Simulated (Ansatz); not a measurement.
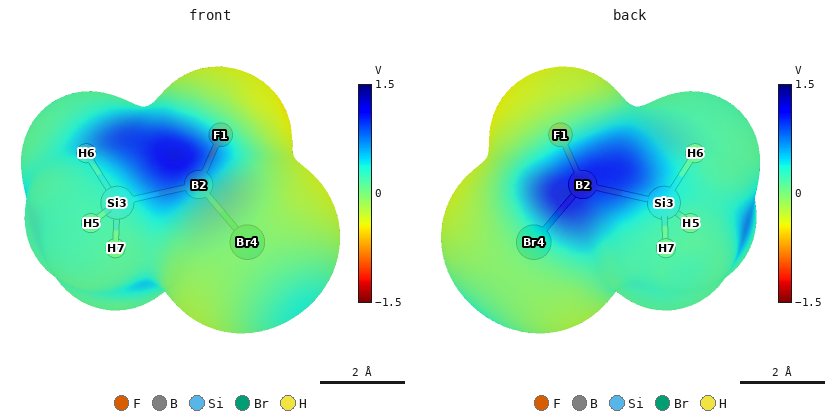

Figure. BBrFH3Si (SMILES FB([SiH3])Br). The molecular electrostatic potential painted on the density surface at 0.001 e/bohr³, seen from the front and from behind; red is negative and blue positive.

Geometry: PBE0-D4/def2-TZVP.

Theory: Ansatz 0.2.0, RKS PBE0-D4/def2-TZVPP.

Input file:

```
crystal:
  periodic: [false, false, false]
  atoms:
    - {symbol: F, position_ang: [-1.494012, -1.156519, 1.131463]}
    - {symbol: B, position_ang: [-0.779644, -0.823922, 0.081220]}
    - {symbol: Si, position_ang: [0.597407, 0.663392, 0.084863]}
    - {symbol: Br, position_ang: [-1.087219, -1.827385, -1.529782]}
    - {symbol: H, position_ang: [0.210518, 1.667499, -0.940925]}
    - {symbol: H, position_ang: [0.697666, 1.322285, 1.413151]}
    - {symbol: H, position_ang: [1.916584, 0.086750, -0.285692]}
basis:
  gaussian: {orbitals: def2-TZVPP}
hamiltonian: {xc: pbe0, dispersion: d4}
output: {orbitals: {seedname: orbitals}}
```

Command:

```sh
ansatz run in.yaml --threads 2 --pin off --events-out ev --progress --plain --max-ram 4352MiB
```

Where is the surface potential most negative and most positive?

Answer. The most negative region (about −0.4 V) lies over F1, the most positive (about +1.2 V) over B2. Br4 shows a σ-hole: about +0.4 V at the tip opposite its bond, against about −0.2 V on its flanks.
